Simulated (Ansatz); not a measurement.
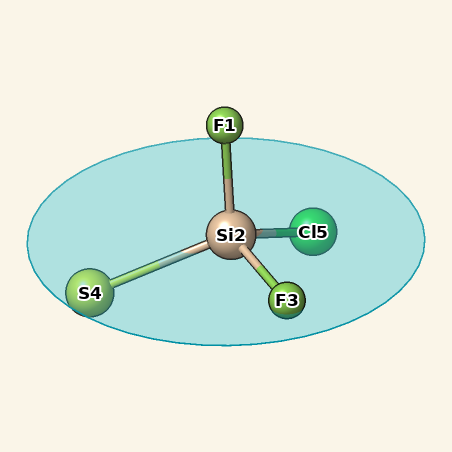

A disc through the centre of mass is drawn in. Atoms fade into the background with distance from the viewer. The species is neutral and a spin doublet. The computed structure is the end point of a PBE0-D4/def2-TZVP optimisation.

**Is the plane of the disc a mirror plane of the structure?**

No. The point group is Cs, with 1 mirror plane, and this plane isn't one of its mirror planes.
